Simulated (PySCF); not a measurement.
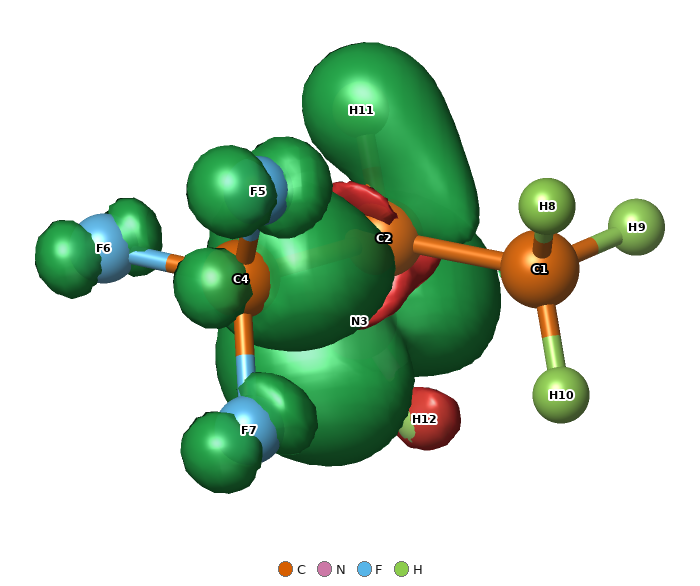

Figure. C3H6F3N (charge +1, doublet). Isosurfaces of the spin density at +0.02 (green) and −0.02 e/Å³ (red), seen from one side.

Geometry: GFN2-xTB.

Method: PySCF, UKS B3LYP, pcH-1 on C F H N, non-relativistic, mean-field spin-orbit, GIAO.

```json
{"atom": "C", "x (Å)": "1.4017", "y (Å)": "0.0011", "z (Å)": "0.1619"}
{"atom": "C", "x (Å)": "0.0266", "y (Å)": "-0.1504", "z (Å)": "-0.4312"}
{"atom": "N", "x (Å)": "-0.5715", "y (Å)": "-1.3787", "z (Å)": "-0.2524"}
{"atom": "C", "x (Å)": "-0.9359", "y (Å)": "1.0183", "z (Å)": "0.2181"}
{"atom": "F", "x (Å)": "-0.4175", "y (Å)": "2.1932", "z (Å)": "-0.0360"}
{"atom": "F", "x (Å)": "-2.1345", "y (Å)": "0.9210", "z (Å)": "-0.3148"}
{"atom": "F", "x (Å)": "-1.0072", "y (Å)": "0.8201", "z (Å)": "1.5157"}
{"atom": "H", "x (Å)": "1.7718", "y (Å)": "1.0181", "z (Å)": "0.0494"}
{"atom": "H", "x (Å)": "2.0899", "y (Å)": "-0.6725", "z (Å)": "-0.3563"}
{"atom": "H", "x (Å)": "1.4364", "y (Å)": "-0.2693", "z (Å)": "1.2188"}
{"atom": "H", "x (Å)": "-0.0155", "y (Å)": "0.1551", "z (Å)": "-1.4951"}
{"atom": "H", "x (Å)": "-0.2309", "y (Å)": "-2.0227", "z (Å)": "0.4525"}
{"atom": "H", "x (Å)": "-1.4177", "y (Å)": "-1.6330", "z (Å)": "-0.7482"}
```

Describe the spin distribution.

Answer. The unpaired spin (1 electron) lies mostly on N3 (about 0.6), C4 (about 0.1) and C2 (about 0.1), in electrons by Hirshfeld's partition.
